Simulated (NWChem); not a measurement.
**One shape, several levels: C2H2F2 (vinylidene fluoride)**

We compute a comparison of 5 runs (PBE/aug-cc-pVDZ, revPBE/aug-cc-pVDZ, BLYP/aug-cc-pVDZ, TPSS/aug-cc-pVDZ, r2SCAN/aug-cc-pVDZ) of C2H2F2 (vinylidene fluoride). 

The calculation is run with NWChem 7.3.0.

## (1) The structure to begin with

The species is C2H2F2 (6 atoms), meant as a singlet with charge 0. SMILES: `C=C(F)F`. The shape is that of a PBE0-D4/def2-TZVP optimisation.

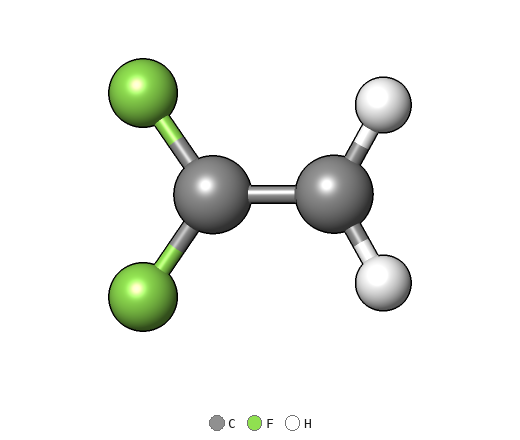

Viewed from a chosen angle; carbon grey, fluorine green, hydrogen white.

## (2) Energy and gradient at PBE/aug-cc-pVDZ (run 1)

File geom.xyz:

```xyz
6
C2H2F2
C     -0.115900     0.471000    -0.544400
C      0.105000    -0.394600     0.420100
F     -0.454900    -0.363600     1.607600
F      0.919200    -1.422100     0.343000
H      0.394200     0.360600    -1.488400
H     -0.805600     1.284800    -0.384200
```

File run.py:

```python
from ase.io import read
from ase.calculators.nwchem import NWChem

molecule = read('geom.xyz')

calc = NWChem(
    label='geom',
    theory='dft',
    memory='2200 mb',
    basis='aug-cc-pVDZ',
    basispar='spherical bse',
    dft={'xc': 'xpbe96 cpbe96', 'mult': '1', 'grid': 'fine', 'convergence': 'energy 1e-08', 'iterations': '100', 'mulliken': None, 'print': 'low'},
)
molecule.calc = calc

forces = molecule.get_forces()
print(f"energy = {molecule.get_potential_energy():.6f} eV")
print("forces (eV/A):")
for s, f in zip(molecule.symbols, forces):
    print(f"{s:2s} {f[0]:10.5f} {f[1]:10.5f} {f[2]:10.5f}")
```

Started as:

```console
$ export ASE_NWCHEM_COMMAND="nwchem PREFIX.nwi > PREFIX.nwo"
$ python run.py
```

Output:

```text
energy = -7532.575902 eV
forces (eV/A):
C    -0.12999    0.50661   -0.56333
C    -0.02993    0.11735   -0.13071
F    -0.57397    0.04391    1.19700
F     0.82676   -1.03487   -0.09251
H     0.22225   -0.02324   -0.45287
H    -0.31506    0.39019    0.04242
```

The calculator wrote geom.nwi:

```
title "geom"

permanent_dir geom

scratch_dir geom

start geom

geometry units angstrom nocenter noautosym noautoz
  C  -1.1590000000000000e-01 4.7099999999999997e-01 -5.4440000000000000e-01
  C  1.0500000000000000e-01 -3.9460000000000001e-01 4.2009999999999997e-01
  F  -4.5490000000000003e-01 -3.6359999999999998e-01 1.6075999999999999e+00
  F  9.1920000000000002e-01 -1.4220999999999999e+00 3.4300000000000003e-01
  H  3.9419999999999999e-01 3.6059999999999998e-01 -1.4883999999999999e+00
  H  -8.0559999999999998e-01 1.2847999999999999e+00 -3.8419999999999999e-01
end

memory 2200 mb

basis spherical bse noprint
   * library aug-cc-pVDZ
end

dft
  xc xpbe96 cpbe96
  mult 1
  grid fine
  convergence energy 1e-08
  iterations 100
  mulliken
  print low
end

task dft gradient
```

geom.nwo:

```text
Northwest Computational Chemistry Package (NWChem) 7.3.0
             --------------------------------------------------------

           Job information
           ---------------

    nwchem branch   = 7.3.0
    use scalapack   = T
    input           = geom.nwi
    prefix          = geom.
    data base       = geom/geom.db
    status          = startup
    nproc           =        1

           Memory information
           ------------------

    heap     =     72089596 doubles =      550.0 Mbytes
    stack    =     72089601 doubles =      550.0 Mbytes
    global   =    144179200 doubles =     1100.0 Mbytes (distinct from heap & stack)
    total    =    288358397 doubles =     2200.0 Mbytes
    verify   = yes
    hardfail = no

[... 38 lines left out ...]
            Nuclear Dipole moment (a.u.)
[... 73 lines left out ...]
   convergence    iter        energy       DeltaE   RMS-Dens  Diis-err    time
[... 14 lines left out ...]
         Total DFT energy =     -276.817060887035
      One electron energy =     -616.024196357495
           Coulomb energy =      253.134687789448
    Exchange-Corr. energy =      -32.180752511511
 Nuclear repulsion energy =      118.253200192523
[... 31 lines left out ...]
                         DFT ENERGY GRADIENTS

    atom               coordinates                        gradient
                 x          y          z           x          y          z
   1 C      -0.219019   0.890061  -1.028767    0.002528  -0.009852   0.010955
   2 C       0.198421  -0.745686   0.793874    0.000582  -0.002282   0.002542
   3 F      -0.859636  -0.687104   3.037923    0.011162  -0.000854  -0.023278
   4 F       1.737036  -2.687379   0.648176   -0.016078   0.020125   0.001799
   5 H       0.744930   0.681435  -2.812668   -0.004322   0.000452   0.008807
   6 H      -1.522363   2.427920  -0.726033    0.006127  -0.007588  -0.000825

 Task  times  cpu:       24.6s     wall:       24.6s
 Total times  cpu:       24.6s     wall:       24.6s
```

Wall time 26 s (1 thread of Intel Xeon 6975P-C (Granite Rapids), shared host); peak memory 0.11 GiB.

## (3) Energy and gradient at revPBE/aug-cc-pVDZ (run 2)

File c2h2f2.nw:

```
START c2h2f2
memory total 2200 mb

GEOMETRY units bohr noautosym nocenter noautoz
C  -0.21901926  0.89006100 -1.02876690
C   0.19842124 -0.74568593  0.79387394
F  -0.85963641 -0.68710442  3.03792372
F   1.73703625 -2.68737952  0.64817606
H   0.74493004  0.68143524 -2.81266836
H  -1.52236337  2.42792012 -0.72603278
END

BASIS spherical bse
* library aug-cc-pVDZ
END

DFT
xc revpbe cpbe96
mult 1
grid fine
convergence energy 1e-08
iterations 100
mulliken
print low
END

TASK dft gradient
```

Started as:

```console
$ nwchem c2h2f2.nw > c2h2f2.out
```

Output:

```text
[...]
 d= 0,ls=0.0,diis     1   -276.9026698251 -3.95D+02  2.73D-02  1.08D+00     2.2
[...]
 d= 0,ls=0.0,diis    11   -277.0174264178 -1.15D-09  1.20D-07  4.29D-10    19.4
         Total DFT energy =     -277.017426417817
      One electron energy =     -616.037833836841
           Coulomb energy =      253.156217713351
    Exchange-Corr. energy =      -32.389002073823
 Nuclear repulsion energy =      118.253191779495
[...]
      Total Density - Mulliken Population Analysis
     ---------------------------------------------
    Atom       Charge   Shell Charges
 -----------   ------   -------------------------------------------------------
    1 C    6     5.58   2.02  0.64  0.75 -0.19  2.15  0.19  0.04  0.04 -0.06
    2 C    6     4.84   2.02  0.67  0.26 -0.03  1.98 -0.22  0.07  0.23 -0.15
    3 F    9     9.39   2.01  0.89  1.05  0.16  3.33  1.82  0.11  0.01  0.02
    4 F    9     9.39   2.01  0.89  1.05  0.16  3.33  1.82  0.11  0.01  0.02
    5 H    1     1.40   0.78  0.64  0.01  0.03 -0.05
    6 H    1     1.40   0.78  0.64  0.01  0.03 -0.05
[...]
                         DFT ENERGY GRADIENTS
    atom               coordinates                        gradient
                 x          y          z           x          y          z
   1 C      -0.219019   0.890061  -1.028767    0.003256  -0.012702   0.014131
   2 C       0.198421  -0.745686   0.793874    0.000728  -0.002855   0.003181
   3 F      -0.859636  -0.687104   3.037924    0.013630  -0.001206  -0.028150
   4 F       1.737036  -2.687380   0.648176   -0.019530   0.024333   0.002374
   5 H       0.744930   0.681435  -2.812668   -0.004291   0.000254   0.009071
   6 H      -1.522363   2.427920  -0.726033    0.006207  -0.007824  -0.000607
 Task  times  cpu:       24.4s     wall:       24.4s
 Total times  cpu:       24.4s     wall:       24.4s
```

It took 25 s on 1 thread of Intel Xeon 6975P-C (Granite Rapids), shared host; peak memory 0.12 GiB.

## (4) Energy and forces at BLYP/aug-cc-pVDZ (run 3)

File c2h2f2.nw:

```
start c2h2f2
title "C2H2F2"
memory 2200 mb

geometry units angstroms noautosym nocenter noautoz
 C    -0.115900    0.471000   -0.544400
 C     0.105000   -0.394600    0.420100
 F    -0.454900   -0.363600    1.607600
 F     0.919200   -1.422100    0.343000
 H     0.394200    0.360600   -1.488400
 H    -0.805600    1.284800   -0.384200
end

basis "ao basis" spherical bse
 * library aug-cc-pVDZ
end

dft
 xc becke88 lyp
 grid fine
 convergence energy 1e-08
 iterations 100
 mulliken
end

task dft gradient
```

Started as:

```console
$ nwchem c2h2f2.nw > c2h2f2.out
```

Output:

```text
[...]
          Wavefunction type:  closed shell.
          No. of atoms     :     6
          No. of electrons :    32
[...]
          Charge           :     0
          Spin multiplicity:     1
[...]
          AO basis - number of functions:   110
[...]
              XC Information
              --------------
                    Becke 1988 Exchange Functional  1.000
              Lee-Yang-Parr Correlation Functional  1.000
[...]
 d= 0,ls=0.0,diis     1   -276.9362419093 -3.95D+02  3.06D-02  1.13D+00     2.2
[...]
 d= 0,ls=0.0,diis    11   -277.0549237901 -1.94D-09  1.51D-07  5.67D-10    19.5
         Total DFT energy =     -277.054923790140
      One electron energy =     -616.042749728052
           Coulomb energy =      253.166262007685
    Exchange-Corr. energy =      -32.431636262297
 Nuclear repulsion energy =      118.253200192523
[...]
      Total Density - Mulliken Population Analysis
     ---------------------------------------------
    Atom       Charge   Shell Charges
 -----------   ------   -------------------------------------------------------
    1 C    6     5.23   2.02  0.65  0.66 -0.27  2.17  0.01  0.02  0.04 -0.08
    2 C    6     4.96   2.02  0.67  0.23 -0.00  2.01 -0.20  0.08  0.23 -0.08
    3 F    9     9.34   2.01  0.90  1.03  0.16  3.35  1.77  0.11  0.01  0.01
    4 F    9     9.34   2.01  0.90  1.03  0.16  3.35  1.77  0.11  0.01  0.01
    5 H    1     1.56   0.78  0.78  0.02  0.03 -0.05
    6 H    1     1.56   0.78  0.78  0.02  0.03 -0.05
[...]
  wavefunction    = closed shell
                         DFT ENERGY GRADIENTS
    atom               coordinates                        gradient
                 x          y          z           x          y          z
   1 C      -0.219019   0.890061  -1.028767    0.002960  -0.011545   0.012842
   2 C       0.198421  -0.745686   0.793874    0.001520  -0.005960   0.006641
   3 F      -0.859636  -0.687104   3.037923    0.014416  -0.001164  -0.029961
   4 F       1.737036  -2.687379   0.648176   -0.020727   0.025903   0.002389
   5 H       0.744930   0.681435  -2.812668   -0.003892   0.000082   0.008476
   6 H      -1.522363   2.427920  -0.726033    0.005722  -0.007315  -0.000388
[...]
```

Run time: 25 s. Hardware: 1 thread of Intel Xeon 6975P-C (Granite Rapids), shared host; peak memory 0.11 GiB.

Run 4 isn't shown in full; the table further down has it.

## (5) Energy and forces at r2SCAN/aug-cc-pVDZ (run 5)

File run.py:

```python
from ase import Atoms
from ase.calculators.nwchem import NWChem

atoms = Atoms(['C', 'C', 'F', 'F', 'H', 'H'], positions=[
    [-0.115900, 0.471000, -0.544400],
    [0.105000, -0.394600, 0.420100],
    [-0.454900, -0.363600, 1.607600],
    [0.919200, -1.422100, 0.343000],
    [0.394200, 0.360600, -1.488400],
    [-0.805600, 1.284800, -0.384200],
])

calc = NWChem(
    label='run',
    theory='dft',
    memory='2200 mb',
    basis='aug-cc-pVDZ',
    basispar='spherical bse',
    dft={'xc': 'r2scan', 'mult': '1', 'grid': 'fine', 'convergence': 'energy 1e-08', 'iterations': '100', 'mulliken': None},
)
atoms.calc = calc

forces = atoms.get_forces()
print("Total energy (eV):", round(atoms.get_potential_energy(), 6))
print("forces (eV/A):")
for s, f in zip(atoms.symbols, forces):
    print(f"{s:2s} {f[0]:10.5f} {f[1]:10.5f} {f[2]:10.5f}")
print("dipole (e A):", atoms.get_dipole_moment().round(4))
```

Started as:

```console
$ export ASE_NWCHEM_COMMAND="nwchem PREFIX.nwi > PREFIX.nwo"
$ python run.py
```

Output:

```text
Total energy (eV): -7536.829127
forces (eV/A):
C    -0.09431    0.36654   -0.40726
C    -0.03456    0.13545   -0.15087
F    -0.34710   -0.00031    0.76891
F     0.51689   -0.66556   -0.02659
H     0.12295   -0.02833   -0.22451
H    -0.16393    0.19227    0.04037
dipole (e A): [-0.0397  0.1553 -0.1731]
```

The calculator wrote run.nwi:

```
title "run"

permanent_dir run

scratch_dir run

start run

geometry units angstrom nocenter noautosym noautoz
  C  -1.1590000000000000e-01 4.7099999999999997e-01 -5.4440000000000000e-01
  C  1.0500000000000000e-01 -3.9460000000000001e-01 4.2009999999999997e-01
  F  -4.5490000000000003e-01 -3.6359999999999998e-01 1.6075999999999999e+00
  F  9.1920000000000002e-01 -1.4220999999999999e+00 3.4300000000000003e-01
  H  3.9419999999999999e-01 3.6059999999999998e-01 -1.4883999999999999e+00
  H  -8.0559999999999998e-01 1.2847999999999999e+00 -3.8419999999999999e-01
end

memory 2200 mb

basis spherical bse noprint
   * library aug-cc-pVDZ
end

dft
  xc r2scan
  mult 1
  grid fine
  convergence energy 1e-08
  iterations 100
  mulliken
end

task dft gradient
```

run.nwo:

```text
Northwest Computational Chemistry Package (NWChem) 7.3.0
             --------------------------------------------------------

           Job information
           ---------------

    nwchem branch   = 7.3.0
    use scalapack   = T
    input           = run.nwi
    prefix          = run.
    data base       = run/run.db
    status          = startup
    nproc           =        1

           Memory information
           ------------------

    heap     =     72089596 doubles =      550.0 Mbytes
    stack    =     72089601 doubles =      550.0 Mbytes
    global   =    144179200 doubles =     1100.0 Mbytes (distinct from heap & stack)
    total    =    288358397 doubles =     2200.0 Mbytes
    verify   = yes
    hardfail = no

[... 101 lines left out ...]
  convergence criterion.
[... 37 lines left out ...]
          Spatial weights used:  Erf1
[... 76 lines left out ...]
         Total DFT energy =     -276.973364044494
[... 3 lines left out ...]
 Nuclear repulsion energy =      118.253200192523
[... 843 lines left out ...]
          Convergence on gradient requested:  5.00D-04
[... 24 lines left out ...]
          total energy or number of iterations.
[... 37 lines left out ...]
                 ----------------------------------------
                 |  Time  |  1-e(secs)   |  2-e(secs)   |
                 ----------------------------------------
                 |  CPU   |       0.01   |       4.21   |
                 ----------------------------------------
                 |  WALL  |       0.01   |       4.21   |
                 ----------------------------------------

 Task  times  cpu:       28.1s     wall:       28.1s
 Total times  cpu:       28.1s     wall:       28.1s
```

Run time: 29 s. Hardware: 1 thread of Intel Xeon 6975P-C (Granite Rapids), shared host; peak memory 0.11 GiB.

## (6) The series

```
run               level  energy (Eh)  largest force (eV/Å)  wall time
  1     PBE/aug-cc-pVDZ  -276.817061                 1.328       26 s
  2  revPBE/aug-cc-pVDZ  -277.017426                 1.609       25 s
  3    BLYP/aug-cc-pVDZ  -277.054924                 1.711       25 s
  4    TPSS/aug-cc-pVDZ  -277.132392                 1.360       23 s
  5  r2SCAN/aug-cc-pVDZ  -276.973364                 0.844       29 s
```

## (7) Outcome

| quantity | value |
| --- | --- |
| run 5: total energy | -276.97336 Eh |
| run 5: dipole moment | 1.13 D |
| run 5: HOMO energy | -6.73 eV |
| run 5: LUMO energy | -0.38 eV |
| run 5: HOMO–LUMO gap | 6.35 eV |
| run 5: largest force on an atom | 0.844 eV/Å |

**Reading.** Over runs 3, 4, 5 the dipole moment (its size) runs from 1.12 D (BLYP/aug-cc-pVDZ) to 1.15 D (TPSS/aug-cc-pVDZ). Over runs 3, 4, 5 the HOMO–LUMO gap runs from 5.73 eV (BLYP/aug-cc-pVDZ) to 6.35 eV (r2SCAN/aug-cc-pVDZ). Totals of different functionals can't be ranked against each other. All runs together took 2.1 min, the longest 29 s.
